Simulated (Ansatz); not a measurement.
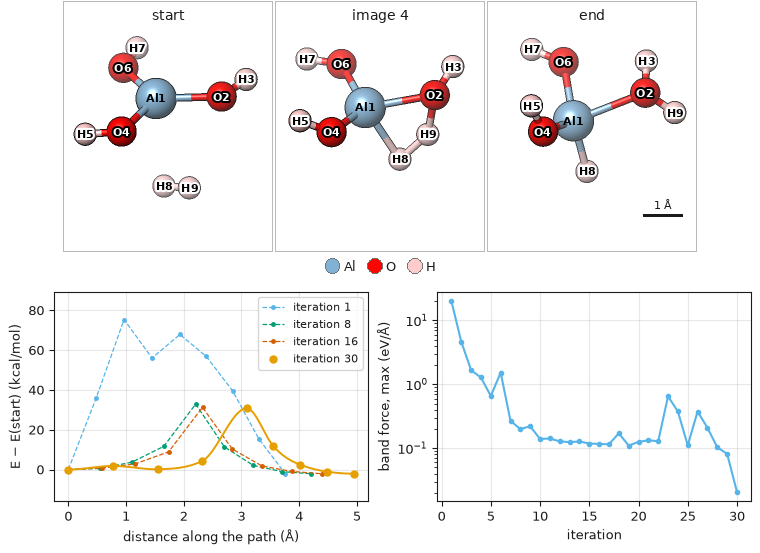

A search for the minimum-energy path of AlH$_{5}$O$_{3}$, made up at the start of AlH$_{3}$O$_{3}$ and H2 by the nudged elastic band. Images are numbered from 0 (start) to 8 (end). The plot follows the band through its iterations. A ball-and-stick model, seen at a tilt.

These are results of RHF/cc-pVDZ in Ansatz, not measurements. Settings: 7 movable images; climbing image; force threshold 0.05 eV/Å; iteration limit 60; starting path through a guess of the saddle point.

Question: Did the band converge, and can the barrier be trusted?

Answer: The run is converged, with reservations. The band converged in 30 iterations. The largest component of the band force went from 20 to 0.021 eV/Å. The climbing image converged on the top of the path. Its vibrational analysis gives one imaginary mode (1716i cm⁻¹), as a transition state must have. The first iteration put the highest image at 75.4 kcal/mol. The energy climbs by 30.7 kcal/mol to image 4 and then falls by 32.8 kcal/mol, so the end point sits at −2.1 kcal/mol. The profile has 2 maxima (images 1, 4) with a dip at image 2 (+0.1 kcal/mol), so the process runs in steps.

Limits of the set-up: the start holds two separate molecules, 2.9 Å apart at their closest, whose relative position is a soft coordinate and is computed without a dispersion correction; Hartree-Fock leaves out electron correlation.

The run took 4.8 min on 1 thread of Arm Neoverse V1, on a shared host, peak memory 0.16 GiB.
